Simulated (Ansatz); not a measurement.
C$_{2}$H$_{4}$GeS (SMILES C#[C][GeH2][SH])

```xyz
8

C    -2.3728    0.6201   -0.0700
C    -1.2497    0.1929    0.0233
Ge    0.5152   -0.4775    0.1695
S     1.9426    1.0231   -0.6317
H    -3.3589    0.9953   -0.1519
H     0.8403   -0.7560    1.6592
H     0.6375   -1.7920   -0.6425
H     3.0458    0.1942   -0.3559
```

The fields and orbitals are those of the mean-field reference, not of the correlated method.

Method: MP2, Gaussian basis in Ansatz.

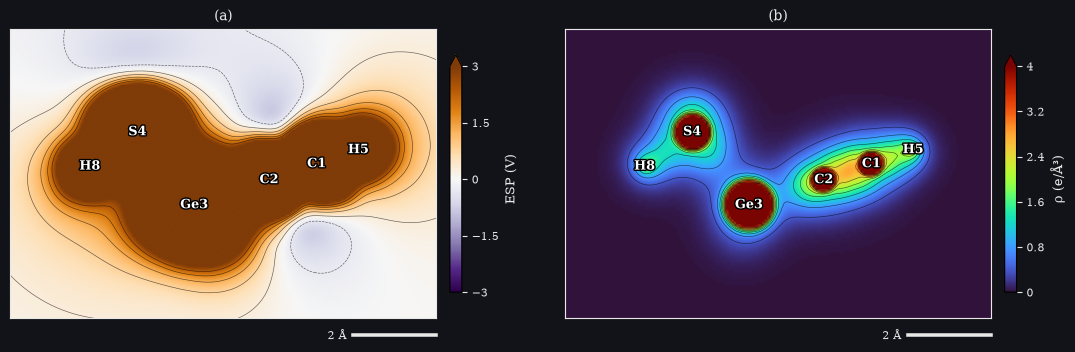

Figure 1. (a) molecular electrostatic potential; (b) electron density on the plane of atoms C2, Ge3 and S4.

**What do the fields say about this system?**

- The plane passes through C, Ge, S and H nuclei.
- C–C (1.21 Å): ρ is about 2.8 e/Å³ halfway.
- C–Ge (1.89 Å): the density is about 0.92 e/Å³ at the midpoint.
- Ge–S (2.22 Å): ρ at the midpoint is about 0.73 e/Å³.
- C–H (1.06 Å): ρ is about 2.1 e/Å³ halfway.
- S–H (1.41 Å): ρ at the midpoint is about 1.3 e/Å³.
- Outside the dense part of the molecule the potential is most negative (−0.8 V) near C1.

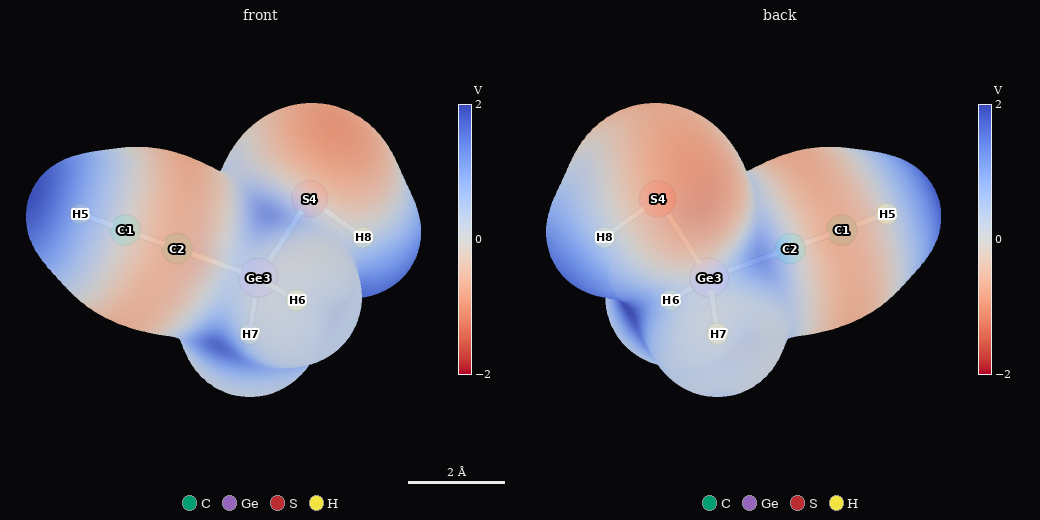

Figure 2. The molecular electrostatic potential painted on the density surface at 0.002 e/bohr³, seen from the front and from behind; red is negative and blue positive.

**Describe the electrostatic potential map.**

The most negative region (about −1.0 V) lies over S4, the most positive (about +1.9 V) over Ge3 and H5.

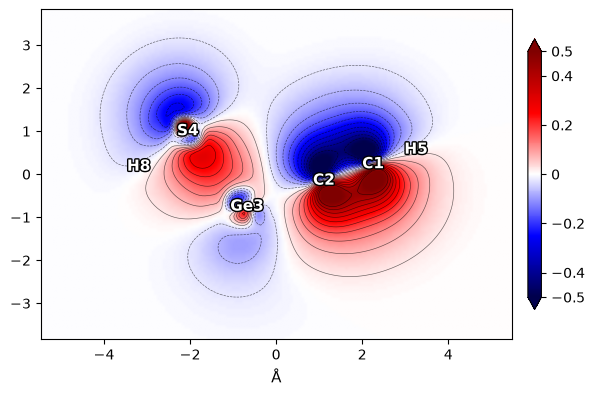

Figure 3. The HOMO−1 on the plane of atoms C2, Ge3 and S4 (values in Å⁻³ᐟ²; the overall sign is arbitrary).

**Where does this orbital lie, and at what energy?**

Its weight (Hirshfeld) is mainly on C1 (about 35 %), C2 (about 35 %), S4 (about 15 %) and Ge3 (about 10 %); π-bonding across C1–C2. Its energy is −11.06 eV.
